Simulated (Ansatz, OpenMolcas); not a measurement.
Predicting a hybrid from its neighbours: CH7GaSi

CH7GaSi: 10 atoms, total charge 0, spin state singlet. As SMILES, `[CH3][GaH][SiH3]`. The coordinates come from a PBE0-D4/def2-TZVP relaxation.

The vertical energy of the triplet above the singlet y, in eV, basis 6-31G(d); a is the functional's share of exact exchange. Programs: Ansatz 0.2.0, OpenMolcas 26.06.

| functional | program | a | y (eV) |
| --- | --- | --- | --- |
| TPSS | OpenMolcas | 0 | 3.57 |
| BLYP | Ansatz | 0 | 3.57 |
| B3LYP | Ansatz | 0.2 | 3.74 |
| PBE0 | Ansatz | 0.25 | ? |
| r2SCAN0 | Ansatz | 0.25 | 3.66 |
| BHLYP | Ansatz | 0.5 | 3.95 |

**Question.** Fit y = c + s·a to the known rows and predict PBE0.

**Answer.** 
1. Means of the 5 rows: a = 0.1900, y = 3.698.
2. Σ(Δa)² = 0.172, Σ(Δa·Δy) = 0.1249, so the slope is 0.1249/0.172 = 0.72616.
3. Intercept: 3.698 − (0.72616) × 0.1900 = 3.560. The largest residual of the fit is 0.082.
4. PBE0: 3.560 + (0.72616) × 0.25 = 3.74 eV.

The run gave 3.71 eV, so the prediction is off by +0.03 eV, within the largest residual.

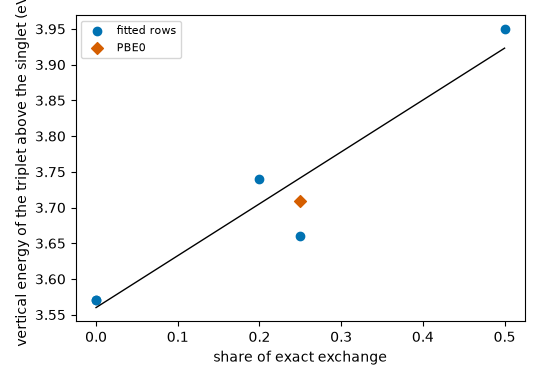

The fitted line, with the withheld row.
